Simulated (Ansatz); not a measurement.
# Si₂Cl (quartet): inputs that go wrong at a displaced geometry (v1)

3 inputs are run for Si₂Cl (quartet) as typed; the log has to tell whether the result can be used and what must change.

Computed with Ansatz 0.2.0, Gaussian basis. Level: the settings change from run to run.

19 further runs of the same task are left out: 8 that didn't finish, 11 set aside as unsound or not needed.

## 1. The system

The geometry is a PBE0/def2-TZVP stationary point (not a proven minimum) with its atoms shifted at random (size 0.040 Å).

3 atoms, charge 0, spin multiplicity 4.

Atoms are counted from 1 here; the program's logs count them from 0.

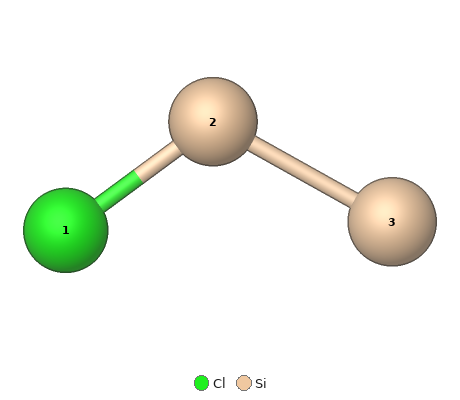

The structure; chlorine green, silicon light orange; atoms are numbered from 1 in the order of the file.

## 2. Attempt 1

The input, in.yaml:

```yaml
crystal:
  periodic: [false, false, false]
  atoms:
    - {symbol: Cl, position_ang: [-0.014192, -0.377970, 1.654932]}
    - {symbol: Si, position_ang: [-0.015025, 0.825462, -0.037813]}
    - {symbol: Si, position_ang: [0.032939, -0.348341, -2.051247]}
basis:
  gaussian: {orbitals: "6-31G*", fitting: {mean_field: def2-universal-jkfit}}
magnetization: {spin_polarized: false, initial_magnetization: 3}
correlation: {method: ccsd(t), electrons: valence}
scf: {lower_state_search: off}
```

Command:

```bash
> ansatz run in.yaml --threads 1 --pin off --events-out ev --progress --plain --max-ram 2393MiB
```

What it wrote:

```text
Error: YAML parse error: error: line 10 column 23: unknown variant `ccsd(t)`, expected one of mp2, rpa, ccsd, ccsd_t, bccd, bccd_t, ccsdt, ccsdt_q, ccsdt_q_b, ccsdtq, fci, sc_nevpt2, fic_nevpt4_sd, fic_mrcisd_q, fic_mrcisd_q_relaxed
  --> <input>:10:23
   |
 8 |   gaussian: {orbitals: "6-31G*", fitting: {mean_field: def2-universal-jkfit}}
 9 | magnetization: {spin_polarized: false, initial_magnetization: 3}
10 | correlation: {method: ccsd(t), electrons: valence}
   |                       ^ unknown variant `ccsd(t)`, expected one of mp2, rpa, ccsd, ccsd_t, bccd, bccd_t, ccsdt, ccsdt_q, ccsdt_q_b, ccsdtq, fci, sc_nevpt2, fic_nevpt4_sd, fic_mrcisd_q, fic_mrcisd_q_relaxed
11 | scf: {lower_state_search: off}
   |
```

It took 0.03 s on 1 thread of Intel Xeon 6975P-C, shared host.

What is wrong: The run was refused. The method's name isn't one that the program knows. To mend it, name one from the list in the message.

## 3. Attempt 2

The input, in.yaml:

```yaml
crystal:
  periodic: [false, false, false]
  atoms:
    - {symbol: Cl, position_ang: [-0.014192, -0.377970, 1.654932]}
    - {symbol: Si, position_ang: [-0.015025, 0.825462, -0.037813]}
    - {symbol: Si, position_ang: [0.032939, -0.348341, -2.051247]}
basis:
  gaussian: {orbitals: cc-pVDZ}
magnetization: {spin_polarized: false, initial_magnetization: 3}
correlation: {method: fic_mrcisd_q, electrons: outside_noble_gas, active_space: {window: {electrons: 40, orbitals: 30}}}
accuracy: high
```

Same command.

What it wrote:

```text
Functional definition: HF
  name "HF"
  cite "Fock, Z. Phys. 61, 126 (1930) doi:10.1007/BF01340294"
  parent pbe
  exchange = exact_x
  correlation = 0
1123 factors; integrals over basis functions are off by at most 3.8e-9 eV
mean field evaluation 1: about -28225.8263 eV, gradient 1.1e1 eV
mean field evaluation 2: about -28225.8388 eV, gradient 1.1e1 eV
mean field evaluation 4: about -28226.5933 eV, gradient 1.4e0 eV
mean field evaluation 8: about -28226.6188 eV, gradient 1.4e-1 eV
mean field evaluation 16: about -28226.6238 eV, gradient 1.8e-7 eV
mean field evaluation 32: about -28226.6148 eV, gradient 4.3e-1 eV
mean field -28226.62375686 eV, -1037.3092903719 hartree, gradient 2.9e-8 eV, S^2 3.750000; 4 other end points of the search recorded, 0 dependent functions left out
reference -28226.62375686 eV, -1037.3092903719 hartree; 24, 21 occupied and 30, 33 virtual orbitals, 1123 factors
Error: 40 electrons in 30 orbitals form no window around the highest filled level of the reference
```

Run time: 1.3 s. Hardware: 1 thread of Intel Xeon 6975P-C, shared host.

Diagnosis: The run stopped with an error. The active window can't be built from these electrons and orbitals. Cure: choose counts that fit the spin, the electrons and the basis.

## 4. Attempt 3

The input, in.yaml:

```yaml
crystal:
  periodic: [false, false, false]
  atoms:
    - {symbol: Cl, position_ang: [-0.014192, -0.377970, 1.654932]}
    - {symbol: Si, position_ang: [-0.015025, 0.825462, -0.037813]}
    - {symbol: Si, position_ang: [0.032939, -0.348341, -2.051247]}
basis:
  gaussian: {orbitals: cc-pVDZ}
magnetization: {spin_polarized: false, initial_magnetization: 3}
correlation: {active_space: {window: {electrons: 5, orbitals: 5}, states: [{multiplicity: 4, irrep: E1u, weights: [1]}]}}
accuracy: high
scf: {lower_state_search: off}
```

Launched as before.

What it wrote:

```text
Functional definition: HF
  name "HF"
  cite "Fock, Z. Phys. 61, 126 (1930) doi:10.1007/BF01340294"
  parent pbe
  exchange = exact_x
  correlation = 0
these checks for a lower state are left out or cut short: stability, starts, cluster_reference, orbital_swaps, neighbouring_geometries, increment
the irreps are read with x along [-0.013, -0.000, 1.000], y along [0.019, -1.000, 0.000] and z along [1.000, 0.019, 0.013] of the geometry given
1123 factors; integrals over basis functions are off by at most 3.8e-9 eV
mean field evaluation 1: about -28225.8263 eV, gradient 1.1e1 eV
mean field evaluation 2: about -28225.8388 eV, gradient 1.1e1 eV
mean field evaluation 4: about -28226.5933 eV, gradient 1.4e0 eV
mean field evaluation 8: about -28226.6188 eV, gradient 1.4e-1 eV
mean field evaluation 16: about -28226.6238 eV, gradient 1.8e-7 eV
mean field -28226.62375686 eV, -1037.3092903719 hartree, gradient 2.9e-8 eV, S^2 3.750000; 0 other end points of the search recorded, 0 dependent functions left out
reference -28226.62375686 eV, -1037.3092903719 hartree; 24, 21 occupied and 30, 33 virtual orbitals, 1123 factors
Error: the irrep E1u is not accepted for these orbitals, which take A', A'', or 1 to 2
```

It took 0.81 s on 1 thread of Intel Xeon 6975P-C, shared host.

**Diagnosis.** The run stopped with an error. The symmetry label isn't in the molecule's group. Cure: name an irrep that the log lists.

## 5. Summary

```csv
attempt,level,ended,cause,time
1,'ccsd(t)'/6-31G*,refused,the method's name isn't one that the program knows,0.03 s
2,"MRCISD+Q(40,30)/cc-pVDZ",stopped by an error,the active window can't be built from these electrons and orbitals,1.3 s
3,"CASSCF(5,5)/cc-pVDZ",stopped by an error,the symmetry label isn't in the molecule's group,0.81 s
```

1 refused, 2 stopped by an error.
